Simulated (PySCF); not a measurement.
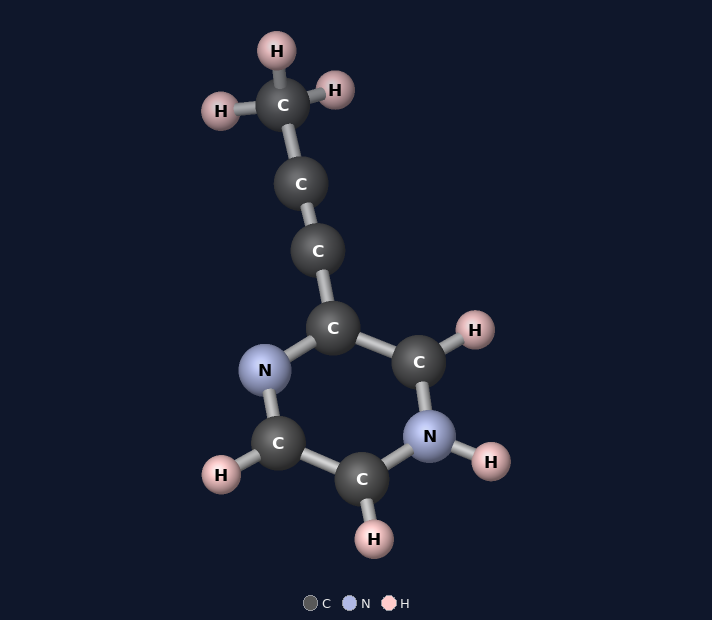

The species has charge +1 and is a spin singlet. The computed structure is the end point of a GFN2-xTB optimisation. No frequency run is at hand to confirm it as a minimum. Properties computed with B3LYP/def2-SVPD, gas phase (PySCF 2.14.0). Excitations: vertical, linear response.

### Estimate the lowest vertical singlet excitation.

3.22 eV.

### Estimate the LUMO energy (Kohn–Sham orbital).

−7.51 eV.

### Estimate the mean static polarisability.

101.8 bohr³.

### What is the HOMO energy (Kohn–Sham orbital)?

−11.32 eV.
